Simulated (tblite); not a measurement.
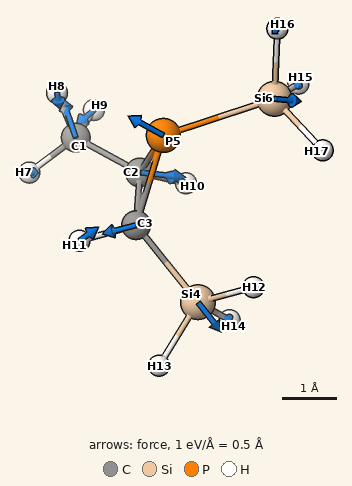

Starting geometry of C$_{3}$H$_{11}$PSi$_{2}$ with the computed forces as blue arrows. Style: ball-and-stick. Shown at a tilt.

These are results of GFN2-xTB geometry optimisation, gas phase in tblite, not measurements. 

What follows when this structure is relaxed?

Answer. It isn't relaxed: the largest force vector, on C2, is 1.76 eV/Å. The final displacements have little in common with the starting forces (cosine between the two patterns 0.16). After 145 geometry steps the energy has fallen by 66.8 kJ/mol. The largest move after the best rigid fit is that of H14, 1.21 Å. By element the largest moves are H 1.21 Å, P 0.33 Å, Si 0.32 Å, C 0.27 Å. Some distances before and after: P5–Si6 2.183 → 2.240 Å, C2–H10 1.131 → 1.087 Å, C3–Si4 1.843 → 1.887 Å, C1–H8 1.118 → 1.089 Å. Bond angles that change, for instance: C3–P5–Si6 123.9° → 104.8°, C2–P5–Si6 111.4° → 101.8°, P5–C3–H11 115.8° → 108.9°. Groups turn about C3–Si4 by about 50°, C1–C2 by about 35°.
